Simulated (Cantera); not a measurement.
Input: 1 mol Si3N4, 3.8 mol HCl, 16 mol H2, held at 0.150 bar.

Method: chemical equilibrium by Gibbs-energy minimisation in Cantera with the NASA 1993 tables (ideal gas, pure condensed phases). Candidate condensed phases: NH4Cl, Si, Si3N4; 28 gas species. Mutual solubility and eutectic melting of coexisting phases are not modelled. The tables' values for SiCl3, SiCl are old estimates; treat these amounts as uncertain. Gases not in the tables: Si2H6 and higher silanes. The numbers say what is thermodynamically allowed, not how fast it happens.

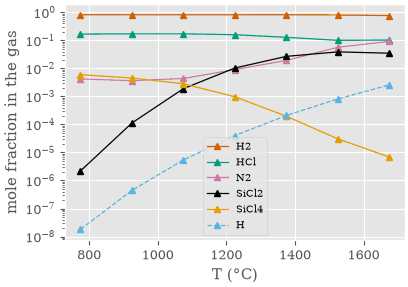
Figure: Equilibrium gas composition (values under 1e-9 drawn at 1e-9)

**Question.** Read off the mole fractions at 925 °C.

**Answer.** H2 about 0.82, HCl about 0.17, SiCl4 about 0.0045, N2 about 0.0036, SiCl2 about 0.00011, H about 4.4e-7.
